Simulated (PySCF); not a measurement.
MoH₂O₂F₄: energy and gradient calculation

System: MoH₂O₂F₄, SMILES [OH][Mo]([OH])([F])([F])([F])[F].
Method: TPSSh/3-21G, RKS (PySCF 2.14.0).

The geometry comes from this level: PBE0-D4/def2-TZVP. Figures and captions count atoms from 1; the log counts them from 0 in places.

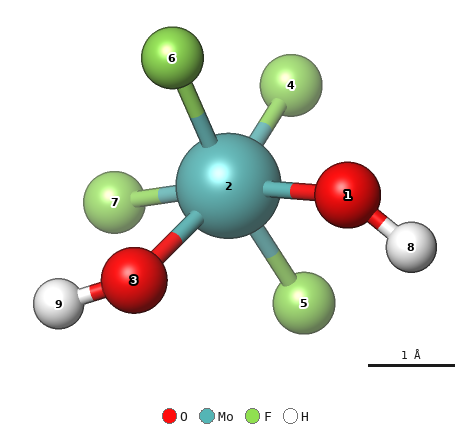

Fig. 1: The input geometry (ball-and-stick view, seen at a tilt; atoms are numbered from 1 in the order of the input). Sticks mark near contacts. Bond lengths as drawn: F–Mo 1.83 to 1.86 Å, H–O 0.96 Å and Mo–O 1.83 to 1.84 Å.

### Results in brief

| quantity | value |
| --- | --- |
| outcome | converged |
| total energy | −4506.860117 hartree |
| basis functions | 94 |
| largest force | 1.584 eV/Å |
| HOMO | −9.04 eV |
| LUMO | −4.80 eV |
| dipole moment | 2.98 D |
| hardware | 1 thread of Intel Xeon @ 2.50GHz (Skylake/Cascade Lake), 189 GiB of memory available, shared host |
| wall time | 2.7 min |
| peak memory | 0.93 GiB |

### Notes

The record of the run, not the program, notes: no relativistic term for heavy atoms.

### Input (input.py)
```python
import pyscf.grad
from pyscf import gto, dft

mol = gto.M(
    atom='mol.xyz',
    verbose=3,
    max_memory=1860,
    basis='3-21g',
)

calc0 = dft.RKS(mol)
calc0.xc = 'tpssh'
calc0.grids.level = 5
calc0.conv_tol = 1e-10
calc0.kernel()
if not calc0.converged:
    calc0 = calc0.newton().run(calc0.mo_coeff, calc0.mo_occ)

etot = calc0.e_tot
print(f'total energy: {etot:.8f} hartree')
grad = calc0.Gradients().kernel()
calc0.analyze()
```

### File mol.xyz
```
9

O     -1.667300     0.347500    -0.116700
Mo     0.036500    -0.302000     0.039300
O      0.738100     1.304100     0.615500
F     -0.270500    -2.055400    -0.417900
F      0.158300     0.085300    -1.769700
F     -0.278500    -0.846700     1.759600
F      1.825400    -0.787200    -0.067600
H     -2.124900     0.752800    -0.859800
H      1.671400     1.455300     0.800100
```

Launch command:
```bash
OMP_NUM_THREADS=1 python input.py
```

### Output
```
converged SCF energy = -4506.86011692453
total energy: -4506.86011692 hartree
--------------- RKS gradients ---------------
         x                y                z
0 O     0.0094160421     0.0028150603    -0.0126491498
1 Mo     0.0035517459     0.0070994214    -0.0036348779
2 O     0.0124386276    -0.0167315494    -0.0016549207
3 F     0.0038372832     0.0214112806     0.0065332062
4 F    -0.0012111747    -0.0043152233     0.0189398078
5 F     0.0014911351     0.0076633540    -0.0214842140
6 F    -0.0187131676     0.0039758630     0.0003591001
7 H     0.0179602070    -0.0132495248     0.0203836895
8 H    -0.0287349322    -0.0086994321    -0.0068669899
----------------------------------------------
**** MO energy ****
MO #1   energy= -708.059525376578  occ= 2
MO #2   energy= -99.2951219850421  occ= 2
MO #3   energy= -91.0795917164976  occ= 2
MO #4   energy= -91.0794787115944  occ= 2
MO #5   energy= -91.07920850207    occ= 2
MO #6   energy= -24.5046133546666  occ= 2
MO #7   energy= -24.496725236368   occ= 2
MO #8   energy= -24.4912336263136  occ= 2
MO #9   energy= -24.491111529622   occ= 2
MO #10  energy= -19.0461126443769  occ= 2
MO #11  energy= -19.0387557911257  occ= 2
MO #12  energy= -17.402581165026   occ= 2
MO #13  energy= -14.1206529558477  occ= 2
MO #14  energy= -14.1203159414776  occ= 2
MO #15  energy= -14.119650335733   occ= 2
MO #16  energy= -8.78321495842341  occ= 2
MO #17  energy= -8.78264586689513  occ= 2
MO #18  energy= -8.78256002791134  occ= 2
MO #19  energy= -8.78216732934433  occ= 2
MO #20  energy= -8.78192333410001  occ= 2
MO #21  energy= -2.56112498242313  occ= 2
MO #22  energy= -1.63753222118089  occ= 2
MO #23  energy= -1.63606617901893  occ= 2
MO #24  energy= -1.63424373607911  occ= 2
MO #25  energy= -1.14785071509753  occ= 2
MO #26  energy= -1.12905157773195  occ= 2
MO #27  energy= -1.12693726959831  occ= 2
MO #28  energy= -1.10953172386168  occ= 2
MO #29  energy= -1.01580618065566  occ= 2
MO #30  energy= -1.01150126865425  occ= 2
MO #31  energy= -0.568338264266831 occ= 2
MO #32  energy= -0.548218490813794 occ= 2
MO #33  energy= -0.484706758733394 occ= 2
MO #34  energy= -0.47741450379597  occ= 2
MO #35  energy= -0.475944714114307 occ= 2
MO #36  energy= -0.464143672298821 occ= 2
MO #37  energy= -0.4226525446356   occ= 2
MO #38  energy= -0.41121552877648  occ= 2
MO #39  energy= -0.391773354142575 occ= 2
MO #40  energy= -0.386613460802749 occ= 2
MO #41  energy= -0.384684185856141 occ= 2
MO #42  energy= -0.371873358449276 occ= 2
MO #43  energy= -0.365304237686167 occ= 2
MO #44  energy= -0.36120709028914  occ= 2
MO #45  energy= -0.35957875133887  occ= 2
MO #46  energy= -0.341688316558098 occ= 2
MO #47  energy= -0.339071546751928 occ= 2
MO #48  energy= -0.332346973227713 occ= 2
MO #49  energy= -0.176496443584872 occ= 0
MO #50  energy= -0.168758630473607 occ= 0
MO #51  energy= -0.165601762823177 occ= 0
MO #52  energy= -0.0159107764628019 occ= 0
MO #53  energy= -0.0105621209735092 occ= 0
MO #54  energy= -0.00148479398042323 occ= 0
MO #55  energy= 0.0179846876234717 occ= 0
MO #56  energy= 0.0414106598069565 occ= 0
MO #57  energy= 0.0451166688791756 occ= 0
MO #58  energy= 0.149127220112366  occ= 0
MO #59  energy= 0.157383330626455  occ= 0
MO #60  energy= 0.251164626407865  occ= 0
MO #61  energy= 0.25706798979078   occ= 0
MO #62  energy= 0.267970895277278  occ= 0
MO #63  energy= 0.277264214822321  occ= 0
MO #64  energy= 0.749770716512729  occ= 0
MO #65  energy= 0.758946921060136  occ= 0
MO #66  energy= 0.78942748048047   occ= 0
MO #67  energy= 1.0196483012315    occ= 0
MO #68  energy= 1.02904487723259   occ= 0
MO #69  energy= 1.121277383643     occ= 0
MO #70  energy= 1.13828638045999   occ= 0
MO #71  energy= 1.42955877468703   occ= 0
MO #72  energy= 1.43882481941676   occ= 0
MO #73  energy= 1.48967978510455   occ= 0
MO #74  energy= 1.51574863362847   occ= 0
MO #75  energy= 1.69109232143608   occ= 0
MO #76  energy= 1.70845240478214   occ= 0
MO #77  energy= 1.835220413905     occ= 0
MO #78  energy= 1.84094907726774   occ= 0
MO #79  energy= 1.85673989742805   occ= 0
MO #80  energy= 1.88198998851072   occ= 0
MO #81  energy= 1.91983974831946   occ= 0
MO #82  energy= 1.92545676591907   occ= 0
MO #83  energy= 1.94044474107796   occ= 0
MO #84  energy= 1.9724939151643    occ= 0
MO #85  energy= 1.98939497820735   occ= 0
MO #86  energy= 2.01092324020443   occ= 0
MO #87  energy= 2.01586930888259   occ= 0
MO #88  energy= 2.07949980464107   occ= 0
MO #89  energy= 2.88242686272526   occ= 0
MO #90  energy= 2.9288573609744    occ= 0
MO #91  energy= 3.42631271736353   occ= 0
MO #92  energy= 3.67160696957962   occ= 0
MO #93  energy= 3.76527076831879   occ= 0
MO #94  energy= 3.89136047763235   occ= 0
 ** Mulliken atomic charges  **
charge of    0O =     -0.44305
charge of    1Mo =      1.39909
charge of    2O =     -0.45993
charge of    3F =     -0.27694
charge of    4F =     -0.31160
charge of    5F =     -0.27117
charge of    6F =     -0.30921
charge of    7H =      0.34030
charge of    8H =      0.33250
Dipole moment(X, Y, Z, Debye): -0.43537,  2.92150, -0.38395
```

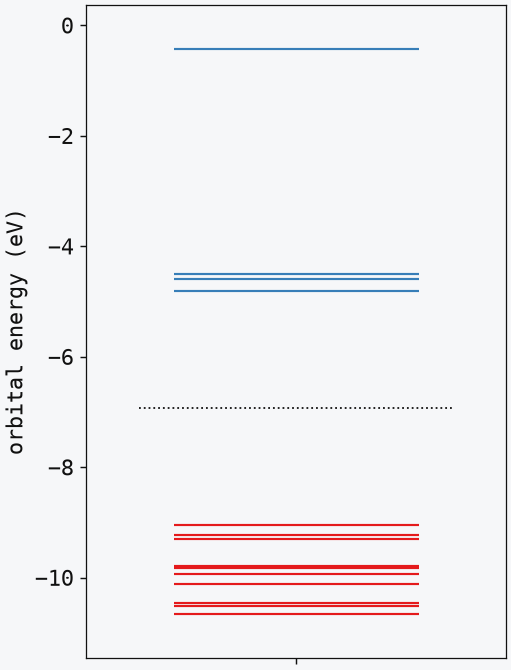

Fig. 2: Orbital energies near the frontier; the dotted line parts filled from empty levels, and levels within 0.02 eV of each other stand side by side. Highest filled −9.04 eV, lowest empty −4.80 eV, 4.24 eV apart.
